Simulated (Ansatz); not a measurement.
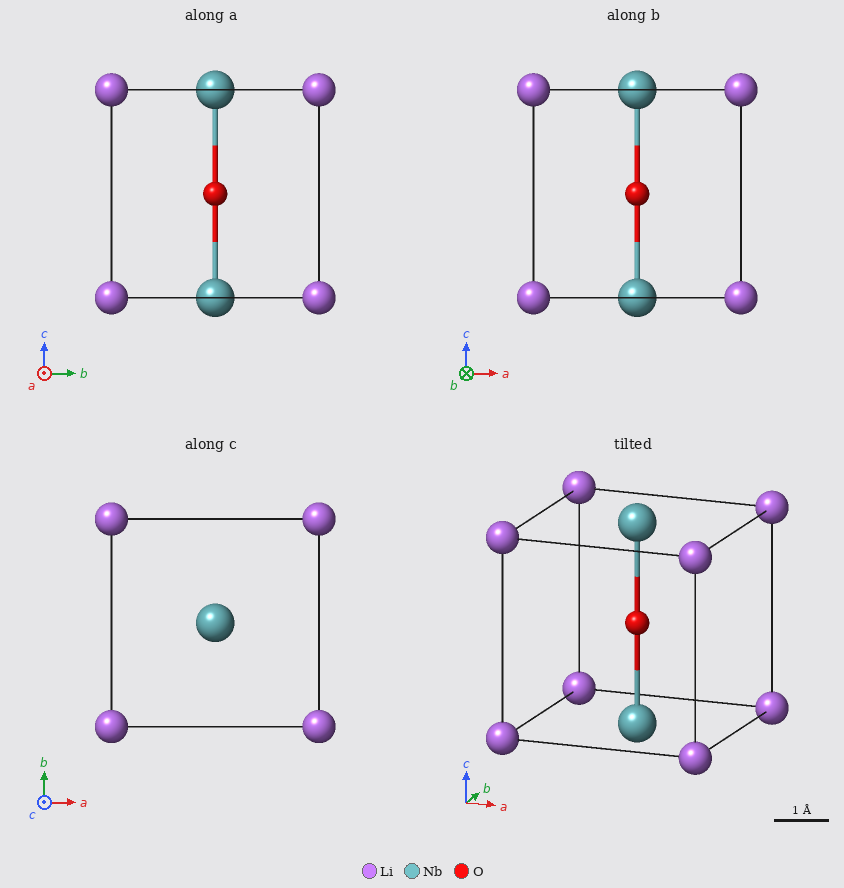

Drawn in the ball-and-stick manner and seen along the a axis, along the b axis, along the c axis and slightly off an axis. The frame is the conventional unit cell; atoms at its boundary are shown with their periodic copies.

Lattice parameters: a = 3.866 Å, b = 3.866 Å, c = 3.874 Å, α = 90.00°, β = 90.00°, γ = 90.00°.

Transcribe the picture into a table of Wyckoff sites.

Space group P4/mmm (No. 123).
```
atom  site       x       y       z
  Li    1a  0.0000  0.0000  0.0000
  Nb    1c  0.5000  0.5000  0.0000
   O    1d  0.5000  0.5000  0.5000
```

The structure comes from a structure type filled with these elements by a generator (whether the compound takes this form wasn't checked). The geometry was optimised with Ansatz, DFT PBE, scalar-relativistic, plane waves, PAW.
